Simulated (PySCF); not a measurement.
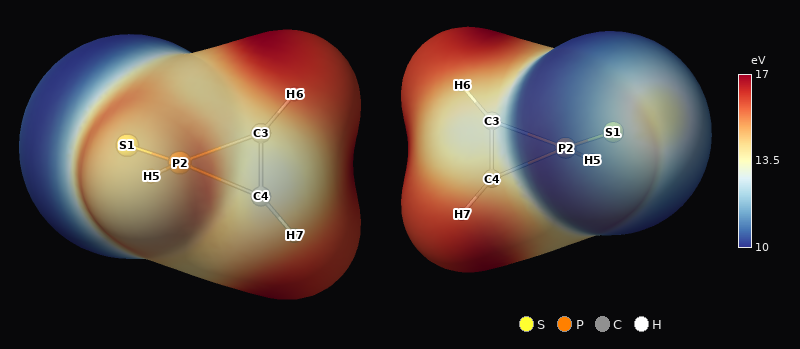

Figure. C2H3PS, SMILES `S=[PH]1C=C1`. Average local ionisation energy on the surface of electron density 0.001 a.u. (back view left, front view right).

Level of theory: ωB97X/aug-cc-pVDZ (PySCF), at a geometry from GFN2-xTB. No frequency check shows the geometry to be a minimum. GFN2-xTB bond lengths at metals and heavier atoms can be off by up to 0.1 Å and shapes distorted, which carries into these values.

Geometry (Å), atoms numbered from 1:

```
S1      -1.6487    0.0628    0.2552
P2       0.1357   -0.1132   -0.4601
C3       1.6344   -0.5799    0.4348
C4       1.6344    0.7156    0.1161
H5       0.3406   -0.4434   -1.7973
H6       2.1957   -1.2867    1.0114
H7       2.1956    1.6092    0.2990
```

Locate the minima of the map.

Answer. The lowest value is 10.0 eV, 2.3 Å from S1, and at like points elsewhere. Further minima include 10.1 eV, 2.3 Å from S1; 13.0 eV, over C4, off the plane of its three bonds (2.1 Å); 14.1 eV, 1.4 Å from H5. For comparison, the highest occupied orbital lies at −8.8 eV.

What volume does the surface enclose, and what is the dipole moment?

Answer. About 111 Å³; the dipole moment is 4.5 D.
